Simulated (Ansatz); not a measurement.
# C2H9Al2N: the cost of one run

Program: Ansatz 0.2.0. Level of theory: RKS r2SCAN-D4/def2-SVP. These are calculated values, not measurements.

## 1. The structure to begin with

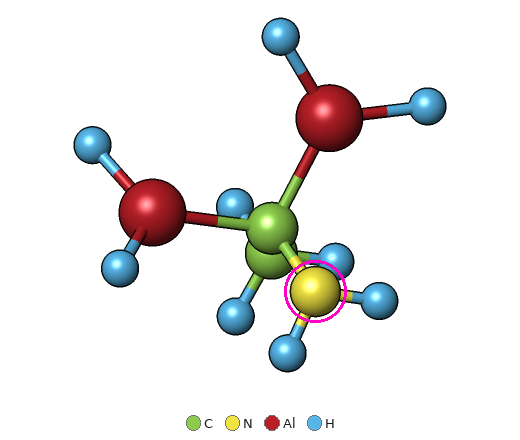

Start, viewed from a chosen angle; carbon green, nitrogen yellow, aluminium red, hydrogen blue. Ringed: N3.

Coordinates:

```xyz
14

C    -0.9691    0.9192    0.4284
C     0.1419    0.0108    0.1012
N     1.2449    0.2557    0.9851
Al   -0.3721   -1.8887    0.2709
Al    0.7455    0.2360   -1.8202
H    -0.6971    2.0372    0.2974
H    -1.3374    0.8217    1.4662
H    -1.8354    0.7949   -0.2737
H     1.5905    1.2665    0.9457
H     0.9663    0.1313    2.0130
H    -0.4208   -2.8714   -0.9709
H    -0.9584   -2.4302    1.6969
H     2.2053    0.6770   -2.1351
H    -0.3168    0.0108   -2.9761
```

## 2. End point A

File input.yaml:

```yaml
crystal:
  periodic: [false, false, false]
  atoms:
    - { symbol: C, position_ang: [-0.9691, 0.9192, 0.4284] }
    - { symbol: C, position_ang: [0.1419, 0.0108, 0.1012] }
    - { symbol: "N", position_ang: [1.2449, 0.2557, 0.9851] }
    - { symbol: Al, position_ang: [-0.3721, -1.8887, 0.2709] }
    - { symbol: Al, position_ang: [0.7455, 0.236, -1.8202] }
    - { symbol: H, position_ang: [-0.6971, 2.0372, 0.2974] }
    - { symbol: H, position_ang: [-1.3374, 0.8217, 1.4662] }
    - { symbol: H, position_ang: [-1.8354, 0.7949, -0.2737] }
    - { symbol: H, position_ang: [1.5905, 1.2665, 0.9457] }
    - { symbol: H, position_ang: [0.9663, 0.1313, 2.013] }
    - { symbol: H, position_ang: [-0.4208, -2.8714, -0.9709] }
    - { symbol: H, position_ang: [-0.9584, -2.4302, 1.6969] }
    - { symbol: H, position_ang: [2.2053, 0.677, -2.1351] }
    - { symbol: H, position_ang: [-0.3168, 0.0108, -2.9761] }
basis:
  gaussian: { orbitals: def2-SVP }
hamiltonian:
  xc: r2scan
  dispersion: d4
relax:
  f_tol: 0.015
  max_steps: 40
output:
  orbitals: {}
```

Run with:

```console
> ansatz run input.yaml --threads 2 --pin off --max-ram 3072MiB --backend cpu --events-out ev --progress --plain --runs-dir out
```

What time and memory should one allow on 2 threads of Intel Xeon 6975P-C (Granite Rapids), shared host?

About 54 s, with a peak of 0.23 GiB.
